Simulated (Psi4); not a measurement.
# SiNH4O (SMILES [NH][SiH2]O) at USCAN/def2-QZVP (density fitting, sweep point 5)

What is the vertical ionisation energy of SiNH4O at USCAN/def2-QZVP (density fitting, sweep point 5)? 

The results are computed with Psi4 1.11.

## 1. Starting point

SiNH4O: 7 atoms, total charge 0, spin state doublet. SMILES: `[NH][SiH2]O`. The shape is that of a PBE0-D4/def2-TZVP optimisation. This is one conformer, not always the lowest.

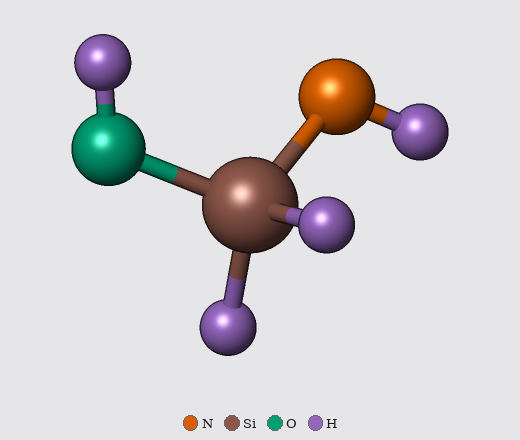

Viewed from a chosen angle; nitrogen orange, silicon brown, oxygen teal, hydrogen purple.

## 2. The energy at USCAN/def2-QZVP (density fitting, sweep point 5)

The input, h4nosi.inp:

```
memory 1600 mb

molecule {
  0 2
  N     -1.219700    -0.362600     0.666700
  Si     0.116600     0.212100    -0.290000
  O      1.398500    -0.795100    -0.146900
  H     -2.101000     0.125500     0.496300
  H     -0.184300     0.263000    -1.742100
  H      0.414600     1.577200     0.236200
  H      1.636600    -1.088000     0.734200
  symmetry c1
}

set {
  basis                def2-QZVP
  reference            uks
  puream               true
  scf_type             df
  dft_radial_points    99
  dft_spherical_points 590
  maxiter              150
}

energy("scan")
```

The run is started by

```bash
$ psi4 -n 1 h4nosi.inp h4nosi.out
```

h4nosi.out:

```text
[...]
  Running in c1 symmetry.
[...]
  Nuclear repulsion =  110.722823444241286
[...]
  Multiplicity = 2
[...]
  Nalpha       = 17
  Nbeta        = 16
[...]
    Number of basis functions: 304
[...]
   @DF-UKS iter   1:  -421.44808771375142   -1.75531e-01   3.59863e-03 DIIS/ADIIS
[...]
   @DF-UKS iter  10:  -421.92720550316363   -2.25163e-07   6.44399e-07 DIIS
[...]
   @S^2 Observed:                7.561014826E-01
[...]
    Orbital Energies [Eh]
    ---------------------
    Alpha Occupied:
       1A    -65.854346     2A    -18.954313     3A    -14.185598
       4A     -5.218329     5A     -3.561054     6A     -3.560777
       7A     -3.560123     8A     -0.979724     9A     -0.814297
      10A     -0.534839    11A     -0.453895    12A     -0.402186
      13A     -0.366758    14A     -0.334962    15A     -0.304354
      16A     -0.278120    17A     -0.274640
    Alpha Virtual:
      18A      0.000617    19A      0.013406    20A      0.051003
      21A      0.064969    22A      0.077769    23A      0.093190
      24A      0.110510    25A      0.155997    26A      0.167752
[...]
  @DF-UKS Final Energy:  -421.92720550316363
   => Energetics <=
    Nuclear Repulsion Energy =            110.7228234442412855
    One-Electron Energy =                -802.1087206257564048
    Two-Electron Energy =                 307.4034768391447301
    DFT Exchange-Correlation Energy =     -37.9447851607932520
    Empirical Dispersion Energy =           0.0000000000000000
    VV10 Nonlocal Energy =                  0.0000000000000000
    Total Energy =                       -421.9272055031636341
[...]
 Multipole Moments:
 ------------------------------------------------------------------------------------
     Multipole            Electronic (a.u.)      Nuclear  (a.u.)        Total (a.u.)
 ------------------------------------------------------------------------------------
 L = 1.  Multiply by 2.5417464519 to convert [e a0] to [Debye]
 Dipole X            :          0.5150047           -0.7127236           -0.1977189
 Dipole Y            :         -1.1477050            1.4926884            0.3449835
 Dipole Z            :          0.3479425           -0.1816584            0.1662841
 Magnitude           :                                                    0.4309951
[...]
```

It took 4.9 min on 1 thread of Intel Xeon Platinum 8488C (Sapphire Rapids), shared host; peak memory 1.4 GiB.

## 3. The singlet cation at the same level

The input, job.in:

```
memory 1.6 GB

molecule {
  1 1
  N     -1.219700    -0.362600     0.666700
  Si     0.116600     0.212100    -0.290000
  O      1.398500    -0.795100    -0.146900
  H     -2.101000     0.125500     0.496300
  H     -0.184300     0.263000    -1.742100
  H      0.414600     1.577200     0.236200
  H      1.636600    -1.088000     0.734200
  symmetry c1
}

set {
  basis def2-QZVP
  reference rks
  puream true
  scf_type df
  dft_radial_points 99
  dft_spherical_points 590
}

E = energy('scan')
```

The run is started by

```bash
$ psi4 -n 1 job.in job.out
```

job.out:

```text
[...]
  Running in c1 symmetry.
[...]
  Nuclear repulsion =  110.722823444241286
[...]
  Multiplicity = 1
[...]
  Nalpha       = 16
  Nbeta        = 16
[...]
    Number of basis functions: 304
[...]
   @DF-RKS iter   1:  -421.21763831687934    5.49187e-02   3.01829e-03 DIIS/ADIIS
[...]
   @DF-RKS iter  17:  -421.52110209481668   -6.16914e-07   9.86386e-07 DIIS
[...]
    Orbital Energies [Eh]
    ---------------------
    Doubly Occupied:
       1A    -66.118517     2A    -19.188503     3A    -14.498870
       4A     -5.483800     5A     -3.826951     6A     -3.826203
       7A     -3.825236     8A     -1.207089     9A     -1.075990
      10A     -0.778971    11A     -0.707820    12A     -0.662954
      13A     -0.612380    14A     -0.562467    15A     -0.546230
      16A     -0.528415
[...]
  @DF-RKS Final Energy:  -421.52110209481668
   => Energetics <=
    Nuclear Repulsion Energy =            110.7228234442412855
    One-Electron Energy =                -793.4908876477315971
    Two-Electron Energy =                 298.8053717718504458
    DFT Exchange-Correlation Energy =     -37.5584096631767750
    Empirical Dispersion Energy =           0.0000000000000000
    VV10 Nonlocal Energy =                  0.0000000000000000
    Total Energy =                       -421.5211020948166833
[...]
 Multipole Moments:
 ------------------------------------------------------------------------------------
     Multipole            Electronic (a.u.)      Nuclear  (a.u.)        Total (a.u.)
 ------------------------------------------------------------------------------------
 L = 1.  Multiply by 2.5417464519 to convert [e a0] to [Debye]
 Dipole X            :         -0.1835151           -0.7127236           -0.8962387
 Dipole Y            :         -0.5453032            1.4926884            0.9473852
 Dipole Z            :          0.3483423           -0.1816584            0.1666840
 Magnitude           :                                                    1.3147494
[...]
```

Wall time 4.5 min (1 thread of Intel Xeon Platinum 8488C (Sapphire Rapids), shared host); peak memory 1.3 GiB.

## 4. Summary of results

Level: USCAN/def2-QZVP (density fitting, sweep point 5).

```
                                          quantity          value
                      doublet SiNH4O: total energy  -421.92721 Eh
                     doublet SiNH4O: dipole moment         1.10 D
doublet SiNH4O: HOMO energy (highest over α and β)       -7.01 eV
 doublet SiNH4O: LUMO energy (lowest over α and β)       -4.31 eV
                              doublet SiNH4O: ⟨S²⟩          0.756
                      singlet cation: total energy  -421.52110 Eh
                       singlet cation: HOMO energy      -14.38 eV
                       singlet cation: LUMO energy      -13.90 eV
                     singlet cation: HOMO–LUMO gap        0.48 eV
vertical ionisation energy (to the singlet cation)      11.051 eV
```

Removing an electron at fixed nuclei costs 11.05 eV (255 kcal/mol). Only the singlet of the ionised species was computed; a triplet could lie lower.
